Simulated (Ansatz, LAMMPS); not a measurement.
# Glassy 73GeO2-27Al2O3 (mol %) (117 atoms): where an added charge goes, part 4 of 4

Does an extra electron or hole in glassy 73GeO2-27Al2O3 (mol %) (117 atoms) stay spread out, or do the atoms trap it?

Ansatz 0.2.0; Kohn-Sham DFT, PBE, PAW (set soft_1), plane waves.

The cell: 24 Ge, 18 Al and 75 O. The quench rate of 10 K/ps is orders of magnitude faster than experiment. The network of bonds at the start is that of the classical potential that made the cell. The Brillouin zone is sampled at Γ only, in a cell whose shortest periodic width is 12 Å.

So far. Step 10 (An extra hole, atoms relaxed): The relaxation converged after 4 steps, 0.106 eV below its start, with a largest force component of 0.038 eV/Å. Step 10 (An extra hole, atoms relaxed): An extra hole, atoms relaxed: the energy stands 3.64 eV below that of the reference, with a moment of 1.00 μB.

## (11) An extra hole, levels at the relaxed geometry

A single point at the new geometry gives levels and spin density.

Input file input.yaml:

```yaml
crystal:
  lattice:
    - [11.75225, 0.0, 0.0]
    - [0.0, 11.75225, 0.0]
    - [0.0, 0.0, 11.75225]
  atoms:
    - { symbol: Ge, position: [0.37173, 0.37015, 0.51285] }
    - { symbol: Ge, position: [0.04239, 0.27301, 0.34559] }
    - { symbol: Ge, position: [0.31997, 0.92412, 0.74715] }
    - { symbol: Ge, position: [0.32681, 0.20335, 0.73752] }
    - { symbol: Ge, position: [0.56261, 0.65936, 0.71223] }
    - { symbol: Ge, position: [0.26827, 0.81156, 0.51214] }
    [... 105 atom lines left out ...]
    - { symbol: O, position: [0.74368, 0.4036, 0.48407] }
    - { symbol: O, position: [0.45458, 0.63712, 0.21158] }
    - { symbol: O, position: [0.59028, 0.79929, 0.66696] }
    - { symbol: O, position: [0.36441, 0.60007, 0.98285] }
    - { symbol: O, position: [0.35594, 0.43424, 0.16723] }
    - { symbol: O, position: [0.06763, 0.46496, 0.65474] }
total_charge: 1
kpoints:
  mp_grid: { grid: [1, 1, 1] }
hamiltonian:
  xc: pbe
  pseudopotentials: { kind: paw, azcp: { folder: soft_1 } }
scf:
  occupations: { method: fermi_dirac, width: 0.01 }
  lower_state_search: "off"
output:
  forces: true
  stress: true
  populations: true
  dos:
    method: { smearing: { sigma: 0.15 } }
    de: 0.1
    projected: { site_lists: { Al: [Al], Ge: [Ge], O: [O] } }
  eigenvalues: true
  write_density: true
  write_potential: true
  volumetric_format: npy
magnetization:
  spin_polarized: true
  initial_magnetization: 1
```

The run is started by

```console
$ ansatz run input.yaml --threads 4 --pin off --max-ram 8192MiB --backend cpu --events-out ev --progress --plain --runs-dir out
```

Numbers of over 12 decimals in the logs are rounded to 6 here.

The log of the run:

```text
[...]
Crystal: 117 atoms, lattice volume = 1623.166 Å³
Basis set: ecut = 420 eV, 31559 PW (Γ), exchange–correlation on 160×160×160 points (8 copies of the dense FFT grid, shifted against one another)
Bands: 537, of which v1, the nominal top of the filled ones, is band 420 counted from 1 (419 counted from 0)
Symmetry: 1 space group operations
[...]
k-points: 1
[...]
Starting moments: Σ|m| = 1 μB on 117 of 117 sites
[...]
SCF iter   1: F=—  HF=-155409.890641 eV  |F-HF|=—  |Δ(HF+E_count)|=         —  Δρ=5.54e-2 (↑5.43e-2 ↓5.54e-2)  dr2=1.53e2  dr2_m=6.01e-1  M=1.000 μB ∫|m|=1.063 μB  β_m=1.00  ethr=3.10e-3  ⟨swp⟩=6.0  Hψ=4026  notcnv=0  defer=120
[...]
SCF iter   4: F=—  HF=-155367.011779 eV  |F-HF|=—  |Δ(HF+E_count)|=    3.72e0  Δρ=1.70e-2 (↑1.48e-2 ↓1.70e-2)  dr2=1.45e1  dr2_m=2.99e-1  M=0.755 μB ∫|m|=0.914 μB  β_m=0.30  ethr=3.10e-3  ⟨swp⟩=2.5  Hψ=1259  notcnv=0  defer=218
[...]
SCF iter   9: F=—  HF=-155364.109331 eV  |F-HF|=—  |Δ(HF+E_count)|=   3.77e-2  Δρ=3.36e-3 (↑1.61e-3 ↓3.36e-3)  dr2=8.05e-1  dr2_m=4.12e-2  M=0.998 μB ∫|m|=1.096 μB  β_m=0.30  ethr=2.09e-4  ⟨swp⟩=2.5  Hψ=1319  notcnv=0  defer=222
[...]
SCF iter  15: F=—  HF=-155364.067074 eV  |F-HF|=—  |Δ(HF+E_count)|=   2.91e-2  Δρ=1.55e-3 (↑5.43e-4 ↓1.55e-3)  dr2=1.90e-1  dr2_m=7.46e-3  M=1.000 μB ∫|m|=1.114 μB  β_m=0.21  ethr=4.08e-5  ⟨swp⟩=2.0  Hψ=1499  notcnv=0  defer=223
[...]
SCF iter  35: F=—  HF=-155364.034599 eV  |F-HF|=—  |Δ(HF+E_count)|=   2.39e-9  Δρ=2.88e-6 (↑3.03e-7 ↓2.88e-6)  dr2=2.67e-7  dr2_m=3.03e-8  M=1.000 μB ∫|m|=1.107 μB  β_m=0.25  ethr=2.24e-11  ⟨swp⟩=1.0  Hψ=848  notcnv=0  defer=226
SCF iter  36: F=-155364.034599 eV  HF=-155364.034599 eV  |F-HF|=5.59e-9  |Δ(HF+E_count)|=   1.78e-9  Δρ=4.92e-7 (↑1.86e-7 ↓4.92e-7)  dr2=9.39e-9  dr2_m=6.61e-10  M=1.000 μB ∫|m|=1.107 μB  ethr=1.19e-11  ⟨swp⟩=17.0  Hψ=8350  notcnv=0
SCF 1 converged in 36 iterations: F = -155364.034599 eV  dr2 = 9.39e-9
[...]
SCF converged after 36 iterations
Magnetization: 0.9998 μB (419.9999 up, 419.0001 down)
Absolute magnetization: 1.1071 μB (∫|ρ↑−ρ↓|, with the PAW one-centre terms)
[...]
Per-site moments (μB) at R_I (Å): [(-1.637074669459241e-5, 0.713579), (-1.1178684523094028e-5, 0.713627), (-0.000172432, 0.713410), (-1.4563055732768236e-5, 0.719781), (-5.6607226020888185e-5, [...]
Free energy (F): -155364.034599 eV
[...]
Internal energy: -155364.023502 eV  (E = F + TS)
E sigma→0 (E₀):  -155364.029050 eV
Entropy (-TS):   -0.011097 eV (-0.095 meV/atom)
Fermi energy:    3.547470 eV
[...]
Σ components = -155364.034599   (vs F -155364.034599, Δ=0.00e0)
--- Forces (eV/Å), atoms counted from 1 ---
  atom   1  Ge    -0.00591387    -0.00771111    -0.01417850
  atom   2  Ge     0.00025303    -0.00850083     0.01587189
  atom   3  Ge     0.03692577    -0.02178118     0.03113885
  atom   4  Ge    -0.00797167    -0.01991987    -0.00416454
[...]
atom 117  O      0.00392777    -0.00685246     0.00832499
  max |Σ_I F_I| component: 1.61e-5 eV/Å
--- Stress (GPa, compression-positive) ---
        2.044754       2.037958       0.644778
        2.037953       0.306720       0.151654
        0.644779       0.151650       0.247511
  P = ⅓ Tr σ = 0.8663 GPa (8.663 kbar)
--- Band table (eV) ---
[...]
--- Löwdin populations: 117 sites ---
  site symbol       q [e]    m [muB]
     0     Ge     12.4782    -0.0001
     1     Ge     12.4803    -0.0002
     2     Ge     12.4972    -0.0037
[...]
116      O      6.7427     0.0009
  spilling = 0.006712 (of n_electrons = 839.000000)
```

The job ended after 3.1 min (4 threads of Arm Neoverse V1, shared host; peak memory 4.2 GiB; 12 min of CPU time).

An extra hole, levels at the relaxed geometry: the energy stands 3.64 eV below that of the reference, with a moment of 1.00 μB.

Local excerpt of 12 atoms (numbers count through the whole input) about O62, which holds the most spin; x, y, z are measured from there.

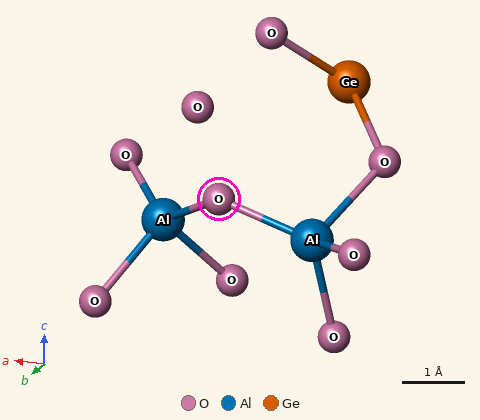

The atoms of the table, within 3.4 Å (arrows a, b, c point along x, y, z); some may hide others; the central atom is ringed.

```
atom      x      y      z  distance (Å)  Löwdin charge (e)  moment (μB)
 O62   0.00   0.00   0.00          0.00              -0.79         0.14
Al33  -1.67   0.19  -0.48          1.75               1.37         0.00
Al27   1.29  -0.94  -0.76          1.77               1.37         0.00
 O93   0.41  -1.84  -1.97          2.73              -0.86         0.03
 O82   2.02   0.31  -1.86          2.76              -0.75         0.02
O103  -2.40  -1.33   0.49          2.78              -0.68         0.00
 O83  -0.34  -1.64   2.38          2.91              -0.64         0.01
 O48  -1.91  -0.20  -2.21          2.93              -0.85         0.00
 O50  -2.84   1.48  -0.23          3.21              -0.75         0.00
 O57   2.35  -2.19  -0.13          3.22              -0.73         0.04
 Ge6  -1.31  -2.68   1.35          3.27               1.50         0.00
 O86  -0.47   2.42   2.32          3.39              -0.67         0.00
```

The distance from O62 to Al33 changes most, from 1.72 Å in the neutral cell to 1.75 Å.

The levels nearest the highest filled one (over half full), pooled over k-points and spins:

```csv
level less the highest filled one (eV),occupation
-0.0762,1
-0.0683,1
-0.0261,0.982
0,0.803
0.027,0.215
2.54,0
2.54,0
3.57,0
```

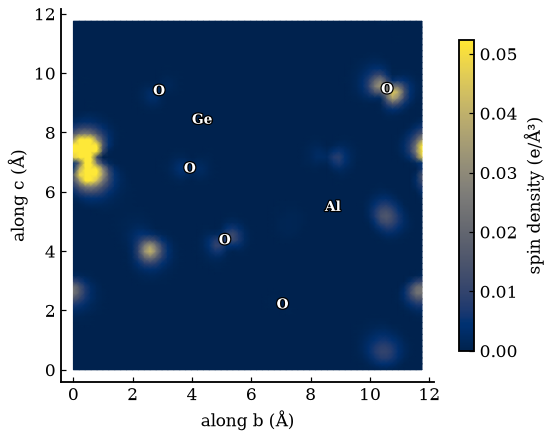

Spin density in the bc plane at fractional x = 0.356, with atoms of Ge and Al and O within 0.2 Å of it. The map starts off the cell's origin, so that atoms lie inside it.

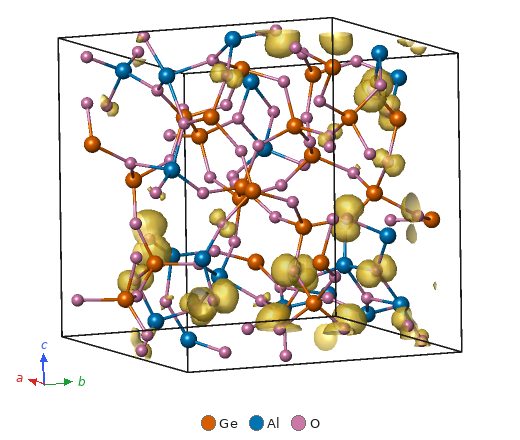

Surface of spin density = 0.0088 e/Å³, which holds about 70 % of the integral of its size. Bonds to atoms that aren't drawn are left out.

## (12) Neutral at the geometry of the hole

The neutral cell at the new geometry gives the energy of that geometry without the charge.

Input and log are left out; they have the form of those shown for this kind of step.

Elapsed: 54 s, on 4 threads of Arm Neoverse V1, shared host; peak memory 2.5 GiB.

Neutral at the geometry of the hole: the energy stands 0.133 eV above that of the reference.

## (13) Energies and spread of the extra charge

Energies are differences within one cell and functional; the shift is the gain plus the neutral cell's energy at the new geometry, that is how much cheaper the vertical process becomes there. The spread is the participation number of the site moments (1/Σw², over the spin inside atomic spheres), with the atom that holds the largest share and the spin that the spheres hold in all.

```csv
carrier,"charged less neutral, atoms held (eV)",gain on relaxing (eV),"neutral cell at that geometry, less the reference (eV)",shift of the vertical energy (eV),"spread, atoms held","spread, relaxed"
electron,6.048,0.032,0.031,0.062,-,72; O59 3 % of 0.13 μB
hole,-3.533,0.106,0.133,0.239,19; O62 12 % of 0.81 μB,12; O62 17 % of 0.82 μB
```

## (14) Findings

The extra electron gains 0.032 eV as the atoms relax: it stays spread out at this level. The cell with the electron keeps a moment of only 0.32 μB where one unpaired electron should give 1 μB: the carrier is shared between both spins, which can hide trapping. The extra hole gains 0.11 eV as the atoms relax, and its spin goes from about 19 to 12 atoms: a partial localisation as the atoms move, with the largest share on O62. The hole is shared among 2 partly filled levels, as near-degenerate levels under the smearing give, and as self-interaction favours. Adding the two vertical energies gives 2.51 eV, against a gap of 2.27 eV in the neutral cell. The zero of the potential cancels in this sum; the excess isn't taken apart here: charging of a small cell, filling of bands on a coarse mesh and the attraction to the background can all enter.

Caveats: Single energies of charged cells hang on the program's zero of potential. In the spin-polarised runs the search for a state of lower energy was switched off. No distortion was seeded, so a trapped state behind a barrier can't be found. Local and semilocal functionals favour spread-out charges, so trapping can be missed. Charged cells carry a uniform background, with no correction for images.

The DFT runs together took 34 min of wall time.

[Logs are printed without paths, hosts, clocks, repeated set-up lines and the standing remarks that a program may print on its own settings, such as how far it seeks lower states.]

[Hosts, paths, dates, database ids (printed as entryN), source tags and the programs' standing remarks are cut or masked in the printed files.]
